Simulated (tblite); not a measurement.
**Molecular dynamics, with input and output: C₅H₇FOSi (part 2 of 3)**

Continued. System: C₅H₇FOSi. Method: GFN2-xTB Langevin dynamics, gas phase (tblite 0.8.0). 

Geometry of the input (Å):
```
C  3.2907  1.0768  0.1810
C  2.2957  0.6617  -0.3511
Si 0.7652  0.0097  -1.1512
O  -0.4592  1.0913  -1.1987
C  -1.5112  0.8379  -0.2940
C  -1.5901  -0.6679  -0.0307
C  -0.1583  -1.1842  0.0525
F  0.3125  -1.0420  1.3537
H  4.1594  1.4430  0.6481
H  0.9651  -0.5300  -2.4888
H  -2.4320  1.2247  -0.7372
H  -1.3115  1.3772  0.6376
H  -2.1476  -0.8791  0.8816
H  -2.0809  -1.1565  -0.8734
H  -0.1021  -2.2547  -0.1570
```

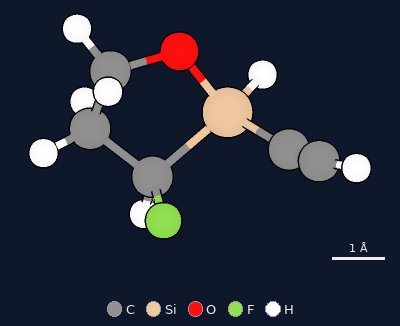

Figure 1. The geometry at step 21 of the log (ball-and-stick view, seen at a tilt).

## Trajectory as extended XYZ, continued
```
15
Properties=species:S:1:pos:R:3:forces:R:3 step=13 time_fs=325.0 energy=-673.50961 temperature=287.5
C     3.1252    1.2213   -0.5233   -0.3590   0.2224   0.1032
C     2.0566    0.7520   -0.7992   -0.4929  -0.3697   0.1489
Si    0.3918    0.0187   -1.1416    0.2282  -0.9489  -0.1711
O    -0.6958    1.1770   -0.7977   -0.1053   0.0297  -0.1776
C    -1.7032    0.8071    0.1109   -1.1542   0.1030  -0.8573
C    -1.9069   -0.7255    0.0464   -1.8821   0.8463   0.3041
C    -0.5745   -1.3115    0.0029    2.3627  -1.1342  -0.9173
F    -0.0724   -1.2845    1.2895    0.3891  -0.2172   0.4285
H     3.9214    1.8167   -0.2223    0.6575   0.0676   0.0183
H     0.5099   -0.6320   -2.4835   -0.3345   0.3697   0.3271
H    -2.6529    1.3153   -0.1934    0.5826  -0.2030   0.1374
H    -1.4242    1.1895    1.0757    0.1421  -0.1201   0.6329
H    -2.5429   -1.0815    0.8789    0.4171   0.1846  -0.1271
H    -2.4618   -0.9238   -0.8638    0.0015  -0.1531  -0.3286
H    -0.4598   -2.4005   -0.3471   -0.4528   1.3230   0.4786
15
Properties=species:S:1:pos:R:3:forces:R:3 step=14 time_fs=350.0 energy=-673.49982 temperature=310.4
C     3.0723    1.3691   -0.4609   -0.0642  -0.6675  -0.0863
C     2.0943    0.6616   -0.5453   -0.3742   0.1851  -0.3384
Si    0.4089   -0.0102   -1.0651    0.5988   0.8400  -0.6569
O    -0.7366    1.0961   -0.7321    0.3439   1.0505  -0.3532
C    -1.8015    0.7746    0.0948    0.6569  -2.0967   0.5748
C    -1.9395   -0.8210   -0.0265   -0.7866   0.4174   1.2726
C    -0.5113   -1.3377   -0.0809    0.5145  -0.8736   0.4474
F     0.0718   -1.3458    1.2164   -0.6044  -0.2080  -0.4977
H     4.0464    1.7866   -0.3836   -0.4111   0.0141   0.1155
H     0.2727   -0.2744   -2.5206    0.2649   0.0080   0.3438
H    -2.6619    1.3121   -0.2544   -0.5201   0.1327   0.0153
H    -1.5303    1.0445    1.1553   -0.4369  -0.2350  -0.8340
H    -2.5019   -1.2412    0.8510    0.6236   0.4428  -0.4502
H    -2.5370   -1.1526   -0.8919    0.5739   0.4870   0.0161
H    -0.3866   -2.3738   -0.4692   -0.3791   0.5031   0.4313
15
Properties=species:S:1:pos:R:3:forces:R:3 step=15 time_fs=375.0 energy=-673.33982 temperature=224.3
C     2.9603    1.3588   -0.3866   -0.3707   0.0656   0.5350
C     1.9767    0.6513   -0.2991    1.9671   1.0822   0.0758
Si    0.4682    0.0316   -1.0467   -2.3432  -0.2350   1.0551
O    -0.7319    1.1683   -0.7409    0.4989  -1.2938  -0.1210
C    -1.8087    0.6715    0.0408    1.0417   0.4623   1.0071
C    -1.8698   -0.8490    0.0103   -0.4310   0.1329  -1.4626
C    -0.4692   -1.4155   -0.0787    0.2319   0.0756   0.5988
F     0.1193   -1.5253    1.1887   -0.0889   0.2183   0.0499
H     3.7537    2.0548   -0.2301   -0.1757  -0.5133  -0.0631
H     0.6611   -0.1426   -2.4304   -0.0357  -0.2569  -1.1471
H    -2.6960    1.0984   -0.3724   -0.7363   0.4026  -0.0658
H    -1.6332    1.0481    1.1003   -0.3381  -0.4158  -0.9948
H    -2.5792   -1.2222    0.7095    0.1168  -0.3261   1.4300
H    -2.3731   -1.1862   -0.9134    0.3721   0.4104  -0.3599
H    -0.5358   -2.4669   -0.3747    0.2910   0.1911  -0.5372
15
Properties=species:S:1:pos:R:3:forces:R:3 step=16 time_fs=400.0 energy=-673.39398 temperature=280.5
C     2.9642    1.3750   -0.2294    0.8447  -0.0512   0.3030
C     1.9931    0.6763   -0.2364   -1.6913  -0.5780  -0.8873
Si    0.3735    0.0739   -1.0011    3.1787  -0.7210  -0.9369
O    -0.7886    1.0905   -0.7324   -0.9071   1.4693   0.0900
C    -1.7847    0.6087    0.1270   -0.0052   0.7096  -0.2843
C    -1.8163   -0.8772    0.0549   -0.2176  -0.9530  -0.3009
C    -0.3851   -1.3876   -0.0919   -0.7882  -0.9079  -0.0745
F     0.0965   -1.7133    1.1567    0.3641   0.2164   0.3124
H     3.9308    1.7117   -0.0218    0.2773   0.4108   0.0656
H     0.5019   -0.2247   -2.4702   -0.0857   0.1682   0.6983
H    -2.6696    1.0631   -0.2728   -0.9065   0.2521   0.2520
H    -1.5626    0.9509    1.1352   -0.1002   0.1208   0.1718
H    -2.2979   -1.2930    0.8916   -0.2104  -0.4435   1.8322
H    -2.4886   -1.2648   -0.6972    0.2513   0.2487  -1.1378
H    -0.3723   -2.3440   -0.6270   -0.0040   0.0586  -0.1037
15
Properties=species:S:1:pos:R:3:forces:R:3 step=17 time_fs=425.0 energy=-673.50012 temperature=335.0
C     3.0104    1.2956    0.0513   -0.7621   0.1847  -0.2907
C     2.0028    0.7839   -0.3851    0.6581   0.3796   0.7118
Si    0.3767    0.1245   -0.9344   -0.9596  -0.0365  -1.1446
O    -0.9627    1.1113   -0.7165    1.0079  -0.9950   0.4480
C    -1.8695    0.5848    0.2389   -1.4996  -0.9166  -2.5214
C    -1.8973   -0.9845    0.1126    0.1866  -0.1617   1.2381
C    -0.4202   -1.4618   -0.0851   -0.5064   0.5713   0.1597
F     0.1386   -1.7938    1.1664   -0.2804   0.2320  -0.6894
H     3.7934    1.9329    0.3750    0.0073  -0.4554  -0.0726
H     0.4113   -0.0209   -2.4335    0.0332  -0.0529   0.6993
H    -2.8679    1.0299   -0.0780    0.9082  -0.5270   0.7251
H    -1.5733    0.8753    1.1947    0.2629   0.5199   1.5846
H    -2.3554   -1.4903    1.0252    0.7141   0.8196  -0.7651
H    -2.5476   -1.2983   -0.6983    0.3024   0.1484  -0.3810
H    -0.3533   -2.3787   -0.6950   -0.0725   0.2896   0.2983
15
Properties=species:S:1:pos:R:3:forces:R:3 step=18 time_fs=450.0 energy=-673.52109 temperature=282.6
C     2.9032    1.2945    0.2486    0.9388  -0.2369   0.6189
C     1.9436    0.9129   -0.3524   -1.5246  -0.6860  -0.3788
Si    0.3472    0.1577   -0.9907   -0.4587   0.8497   1.4382
O    -1.0067    1.0512   -0.6170    0.7248   0.2299  -0.5723
C    -1.9583    0.5325    0.2786   -0.0509  -0.1454  -0.4317
C    -1.8472   -1.0138    0.2038   -1.6558   0.5721  -0.2901
C    -0.3966   -1.3698   -0.0618   -0.2597  -1.2262  -0.0248
F     0.1843   -1.7843    1.1262    0.3551   0.2835   0.0305
H     3.8031    1.3939    0.7923   -0.0744   0.4178  -0.1748
H     0.4544   -0.1157   -2.3755   -0.0299  -0.1226  -0.9476
H    -2.9682    0.9378   -0.0753    1.1819  -0.5474   0.8134
H    -1.6519    0.8565    1.2818   -0.5382   0.1924  -0.0748
H    -2.3060   -1.4690    1.1255    0.6622   0.2337  -0.9369
H    -2.4528   -1.2944   -0.6988    0.4541  -0.1015   0.7883
H    -0.4075   -2.2904   -0.6829    0.2754   0.2869   0.1424
15
Properties=species:S:1:pos:R:3:forces:R:3 step=19 time_fs=475.0 energy=-673.49265 temperature=248.8
C     2.7573    1.2531    0.2883    0.6686   0.8868   0.1075
C     1.7387    0.9376   -0.2630    0.4840  -0.2094   0.1262
Si    0.2756    0.1894   -1.0401   -0.3614  -0.6373   0.0164
O    -0.9898    1.0953   -0.5933    0.2080   0.5574  -1.4374
C    -1.9123    0.5181    0.2250   -0.4321   0.9800   2.3074
C    -1.7986   -0.9953    0.2671   -0.3639   0.6282  -1.5333
C    -0.3814   -1.3852   -0.0739    0.5166  -1.4698   0.6768
F     0.2610   -1.6602    1.1692    0.1373   0.4187  -0.8363
H     3.5969    1.8016    0.6527   -0.3113  -0.5018   0.0221
H     0.3155    0.1215   -2.4966    0.0140  -0.1714   0.0664
H    -2.9495    0.8696   -0.0350    0.8795  -0.2293   0.2763
H    -1.5946    0.9047    1.2560   -0.9906  -0.3011  -0.7304
H    -2.1817   -1.2984    1.2050   -0.0600  -0.7822   0.8531
H    -2.4198   -1.3638   -0.5353   -0.4081  -0.3919  -0.2398
H    -0.3500   -2.4074   -0.5792    0.0192   1.2232   0.3251
15
Properties=species:S:1:pos:R:3:forces:R:3 step=20 time_fs=500.0 energy=-673.52610 temperature=339.2
C     2.6365    1.4257    0.2920   -0.7068  -0.6562  -0.3903
C     1.6609    0.9463   -0.2297    0.2598  -0.1503  -0.1559
Si    0.1993    0.1300   -1.0387    0.5812   1.8008  -1.1742
O    -1.0665    1.1211   -0.6359   -0.1942  -0.9601  -0.1780
C    -1.9664    0.5098    0.2896    0.7692  -0.8782  -0.6510
C    -1.8171   -1.0655    0.2038    1.1428   2.5274   0.3348
C    -0.3652   -1.3615   -0.1049    0.2182  -1.2877   1.9232
F     0.3647   -1.3789    1.1425   -0.5628  -0.2090  -0.8312
H     3.5124    1.6850    0.7823    0.4462   0.4323   0.2722
H     0.3355   -0.2385   -2.4880   -0.1429   0.3620   0.5899
H    -2.9860    0.7771    0.0519   -0.2331   0.2751  -0.1323
H    -1.6833    0.9016    1.2486   -0.0436  -0.0204   0.6674
H    -2.1338   -1.4729    1.1238   -0.4926  -0.7212   0.7517
H    -2.3693   -1.3189   -0.6418   -1.1050  -0.8928  -1.1285
H    -0.2433   -2.3805   -0.5065    0.0637   0.3782   0.1023
15
Properties=species:S:1:pos:R:3:forces:R:3 step=21 time_fs=525.0 energy=-673.39547 temperature=243.0
C     2.4762    1.5461    0.3555    1.5095   1.2958   0.4978
C     1.7181    0.8787   -0.2741   -1.6029  -0.8168  -0.8259
Si    0.1526    0.1883   -1.0299    0.6521   0.1587  -1.1955
O    -1.1775    1.0306   -0.6422   -0.6478   0.0491   0.3674
C    -2.0009    0.4147    0.3365    1.2018  -0.8347  -0.9121
C    -1.8423   -1.1180    0.2053    0.0147   1.1718   1.0314
C    -0.3523   -1.3629   -0.0037    0.0709   0.1873  -0.1547
F     0.4729   -1.2364    1.1144   -0.5952   0.1732   0.8167
H     3.2572    2.1889    0.6978   -0.3495  -0.4784   0.1009
H     0.1144    0.2861   -2.5320    0.1444  -0.2973   0.8271
H    -3.0049    0.7052    0.2121   -1.2159   0.5220  -0.3573
H    -1.6634    0.7008    1.2929    0.4490   0.5546   1.2735
H    -2.2392   -1.5213    1.1659    0.1004  -0.3193  -1.0133
H    -2.3773   -1.3565   -0.7217    0.1521  -0.6428   0.5222
H    -0.1927   -2.3947   -0.2222    0.1162  -0.7231  -0.9781
15
Properties=species:S:1:pos:R:3:forces:R:3 step=22 time_fs=550.0 energy=-673.47688 temperature=284.1
C     2.3545    1.6856    0.3679   -0.8985  -0.8973  -0.4134
C     1.6028    0.9188   -0.2032    0.7246   1.3086   0.4791
Si    0.1341    0.2196   -1.0724   -0.5363  -0.0582   1.4504
O    -1.2815    0.9799   -0.6823    0.0961  -0.1580   0.2995
C    -1.9912    0.3570    0.3914   -0.2533   0.8717  -0.1381
C    -1.8002   -1.1521    0.2577   -0.2164   0.5665   0.6606
C    -0.2930   -1.3411   -0.0108   -1.2512  -0.2452  -1.4976
F     0.3823   -1.2494    1.1327    0.8711   0.2732   2.1355
H     2.9850    2.2667    0.9743    0.2235  -0.0133  -0.0641
H     0.2688    0.0398   -2.4510   -0.0050  -0.0865  -1.3281
H    -3.0779    0.6164    0.3132    0.7888   0.0162  -0.0834
H    -1.6239    0.7591    1.3702   -0.0763  -0.3237  -0.7176
H    -2.0973   -1.5214    1.2704    0.0513  -0.5281  -1.1013
H    -2.4600   -1.4216   -0.6044    0.7748  -0.4834   0.8931
H    -0.0300   -2.3390   -0.3514   -0.2932  -0.2426  -0.5746
15
Properties=species:S:1:pos:R:3:forces:R:3 step=23 time_fs=575.0 energy=-673.47683 temperature=306.1
C     2.2723    1.7973    0.4203   -0.2403  -0.4672  -0.5890
C     1.4287    1.1887   -0.1955    0.3000  -0.1058  -0.1706
Si    0.0926    0.2258   -1.0997    0.4372   1.1242   0.6666
O    -1.3050    0.9855   -0.7032    0.4973   0.2228  -0.3750
C    -1.9564    0.3880    0.3476   -1.6668   1.1925   1.4951
C    -1.7247   -1.1227    0.2843   -0.6217   1.3425  -1.3893
C    -0.2692   -1.3297   -0.0642    0.0179  -0.0823   1.1409
F     0.3714   -1.2982    1.2131    0.1413  -0.0147  -0.9355
H     3.1048    2.2735    0.8536   -0.1619   0.0998   0.1743
H    -0.0420    0.1092   -2.5268    0.2951  -0.1110  -0.3177
H    -3.0472    0.6976    0.2322    0.8482  -0.6981   0.0842
H    -1.6896    0.8524    1.3606    0.2687  -0.6129  -1.1325
H    -1.9548   -1.5449    1.2011   -0.4710  -1.0314   1.7058
H    -2.4518   -1.4242   -0.4659    0.3683  -0.6536  -0.2878
H    -0.0413   -2.3081   -0.4686   -0.0122  -0.2048  -0.0694
15
Properties=species:S:1:pos:R:3:forces:R:3 step=24 time_fs=600.0 energy=-673.43906 temperature=216.4
C     2.2562    1.8735    0.3732    1.1789   1.1075   1.0547
C     1.4427    1.3639   -0.3231   -1.0506  -1.0897  -0.8535
Si    0.1302    0.3286   -1.0862    0.2847  -0.2355  -0.7982
O    -1.2911    1.0524   -0.7460   -0.0265  -0.2443  -0.0945
C    -2.0346    0.4026    0.2492    1.2906   0.7605   2.5421
C    -1.7561   -1.1154    0.1987   -1.1052   1.0231  -0.8940
C    -0.2924   -1.2751   -0.0585    1.3125  -0.6509   0.7532
F     0.4764   -1.3591    1.1923   -1.0467   0.2147  -1.5285
H     2.9067    2.4757    0.9362    0.1995  -0.0392   0.0427
H     0.3445    0.1441   -2.5740   -0.2794  -0.0008   0.9232
H    -3.0208    0.8399    0.1810   -0.5325  -0.6834  -0.1078
H    -1.6355    0.7455    1.3212   -0.5574  -0.3614  -1.7701
H    -2.1487   -1.6627    1.0290   -0.0023  -0.0859   0.7492
H    -2.2855   -1.4832   -0.6819    0.0443  -0.1703  -0.2233
H    -0.1303   -2.2614   -0.5342    0.2902   0.4556   0.2048
15
Properties=species:S:1:pos:R:3:forces:R:3 step=25 time_fs=625.0 energy=-673.57019 temperature=299.8
C     2.3633    1.9469    0.3664   -0.7944  -0.6809  -0.8310
C     1.5138    1.4097   -0.3256    0.7440   0.3340   0.7561
Si    0.1279    0.4294   -1.1316    0.3003   0.7450   0.3271
O    -1.3230    1.1321   -0.7496    0.7893   0.0444  -0.5370
C    -2.0978    0.4315    0.1762    1.4721   0.0998   1.6119
C    -1.6702   -1.0542    0.1082   -3.0852  -0.6130  -0.2711
C    -0.2220   -1.1704   -0.1369    1.2258  -1.5987  -0.2447
F     0.4446   -1.3364    1.0738    0.2123   0.3441  -0.0586
H     3.1579    2.3890    0.9255   -0.4668  -0.1409  -0.3064
H     0.2387    0.0592   -2.5531   -0.0463   0.2782   0.2527
H    -3.1155    0.6849   -0.0253   -0.7881  -0.3445  -0.1990
H    -1.8673    0.8388    1.2372   -0.1924  -0.5304  -1.3004
H    -2.0802   -1.5938    0.9952    0.6261   0.2973  -0.4245
H    -2.1795   -1.5370   -0.7797    0.2728   0.5996   0.6797
H     0.0185   -2.1491   -0.6887   -0.2694   1.1657   0.5453
15
Properties=species:S:1:pos:R:3:forces:R:3 step=26 time_fs=650.0 energy=-673.52413 temperature=305.9
C     2.4505    1.7964    0.3112   -0.1449   0.0013  -0.0535
C     1.4744    1.3280   -0.2165    1.3545   0.6575   0.6688
Si    0.1319    0.5480   -1.1183   -1.8112  -0.3167   0.7817
O    -1.3493    1.2128   -0.7598    1.3647   0.1116  -0.9458
C    -2.1365    0.4707    0.0779   -0.4436  -1.1497   0.0361
C    -1.7413   -1.0855   -0.0232   -1.5252   0.4938   0.5642
C    -0.2387   -1.1749   -0.2595   -0.2816   0.9600  -0.7590
F     0.4066   -1.1899    0.9536    0.2571  -0.2703   0.3737
H     3.2752    2.2386    0.7892    0.0386   0.0048   0.0646
H     0.2101    0.6405   -2.5139    0.1674  -0.0630  -1.3002
H    -3.1813    0.6999   -0.2099    0.2500  -0.5005   0.1926
H    -1.9726    0.8427    1.0978   -0.0858  -0.3363   0.0681
H    -2.0783   -1.4630    0.9663    0.5956  -0.2441  -0.4961
H    -2.3604   -1.6444   -0.7797    0.7815   0.8162   0.4038
H     0.1604   -2.0059   -0.8564   -0.5171  -0.1646   0.4011
15
Properties=species:S:1:pos:R:3:forces:R:3 step=27 time_fs=675.0 energy=-673.44738 temperature=342.8
C     2.5574    1.6681    0.3742    0.0399  -0.0273  -0.0276
C     1.5106    1.2686   -0.0632   -0.4480  -0.0217  -0.8904
Si    0.1036    0.6194   -1.1438    0.1823   0.1569   0.2863
O    -1.3961    1.2068   -0.8102    0.8056   0.1994  -0.0360
C    -2.1891    0.4221    0.0787    0.3665  -0.1599  -2.7357
C    -1.7737   -1.0266   -0.1187    0.0770  -0.9136   1.4252
C    -0.2582   -1.1028   -0.3017   -0.9353   2.2836  -0.2391
F     0.3820   -1.1071    0.9104    0.0753  -0.3824   0.5503
H     3.4684    1.9923    0.7911   -0.0843   0.0110   0.1296
H     0.2910    0.6465   -2.6306   -0.0982   0.0176   0.8138
H    -3.1414    0.4678   -0.4003   -1.2928   0.4849   0.2889
H    -2.1588    0.8951    1.0153    0.1076   0.0231   1.3658
H    -2.0690   -1.5949    0.7755    0.1254  -0.0301  -0.0447
H    -2.3499   -1.4637   -0.9425    0.5525   0.1874  -0.0964
H     0.0619   -1.9169   -0.8549    0.5266  -1.8288  -0.7901
15
Properties=species:S:1:pos:R:3:forces:R:3 step=28 time_fs=700.0 energy=-673.51032 temperature=344.1
C     2.5537    1.5246    0.4752   -0.4876  -0.1424  -0.2164
C     1.5303    1.1903   -0.0718    0.8688   0.7373   0.3709
Si    0.0822    0.7102   -1.0800    0.3889  -0.5996  -1.1792
O    -1.4169    1.2288   -0.8248   -0.8321  -0.3843   0.8949
C    -2.2214    0.3571    0.0351   -0.1379   0.9005  -2.0615
C    -1.8073   -1.0818   -0.1513    1.8499   1.0477  -0.2284
C    -0.2479   -1.0350   -0.3460   -0.8359  -0.5759  -0.1100
F     0.4131   -1.0932    0.9038   -0.6822  -0.2566  -0.5921
H     3.4306    1.7909    0.9898    0.0246  -0.0183   0.0426
H     0.2913    0.8683   -2.5488   -0.0655  -0.1194   0.6390
H    -3.2227    0.5264   -0.3697   -0.1727   0.0353   0.5060
H    -2.0903    0.7086    1.0245   -0.0702   0.2659   0.9919
H    -1.9196   -1.6482    0.7180   -0.6741  -0.8515   1.4756
H    -2.3547   -1.5397   -0.9576    0.2718  -0.1224  -0.4661
H    -0.0074   -1.9601   -0.8679    0.5541   0.0837  -0.0672
```
